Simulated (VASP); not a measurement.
Input:

```xyz
6
Lattice="4.7702 0.0000 0.0000 0.0000 4.7702 0.0000 0.0000 0.0000 3.2198" Properties=species:S:1:pos:R:3 pbc="T T T"
Sn     0.0000     0.0000     0.0000
Sn     2.3851     2.3851     1.6099
O      1.4615     1.4615     0.0000
O      3.8466     0.9236     1.6099
O      0.9236     3.8466     1.6099
O      3.3087     3.3087     0.0000
```

Computed with PBEsol GGA, VASP's PBE PAW potentials (set 64) (plane waves; VASP 6.6.1). Run with 520 eV cut-off, 5×5×8 Γ-centred mesh, tetrahedra with Blöchl corrections, potentials Sn_d O.

Unless said otherwise, spin-orbit coupling is left out, though it shifts the bands of the heavy elements here.

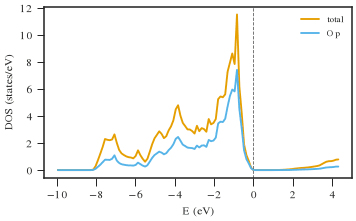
Fig. 1. Total and projected density of states, zero at the valence-band maximum

Within 2 eV below the valence-band maximum the largest weight inside VASP's projection spheres is O p.

The gap is direct, 0.88 eV, from the valence maximum at Γ to the conduction minimum at Γ.

The compound is SnO2 in the rutile structure. It was relaxed first.
